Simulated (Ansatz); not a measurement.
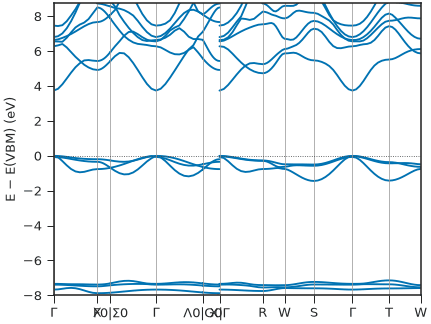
*Band structure from DFT-LDA in the program Ansatz with PAW potentials*

The gap is 3.74 eV; an edge lies off the plotted path or next to a special point (maximum on the Γ–X line, 2 % of the way from Γ, minimum at Γ).

The material is H$_{4}$IN in space group Imm2 (No. 44; H on 4c, H on 4d, I on 2b, N on 2a).

The workflow started from a Materials Project entry (that database holds measured and hypothetical structures alike); the Crystallography Open Database copy checked does not list it. Whether it is the stable phase at ambient conditions was not checked. The LDA relaxation kept the symmetry of its start. At this level the phase is dynamically unstable (imaginary phonons). A crystal of weakly bound molecules computed without a dispersion correction: the cell and the soft elastic constants depend strongly on that. Scalar-relativistic: spin–orbit coupling is off unless named, which matters more the heavier the elements.

Potentials: the later of the program's two PAW sets.
